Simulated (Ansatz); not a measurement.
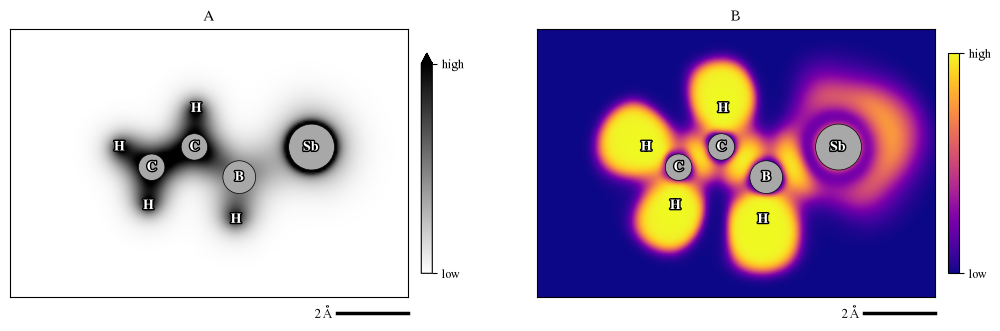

C2H6BSb: 2 fields on the plane of atoms C1, C2 and B3, with unlabelled colour scales. Grey discs cover the atomic cores.

Core potentials replace the inner electrons of Sb.

Theory: RKS PBE0/def2-SVP in Ansatz.

### Match the panels to the quantities (electron density and electron localisation function).

Panel A: electron density. Panel B: electron localisation function. From the grid: C–C (1.35 Å): ρ is about 2.2 e/Å³ halfway; the ELF peaks at about 0.95 between the atoms, as expected for a covalent bond. C–B (1.54 Å): ρ is about 1.5 e/Å³ halfway; the ELF peaks at about 1 between the atoms; localised, covalent bonding.
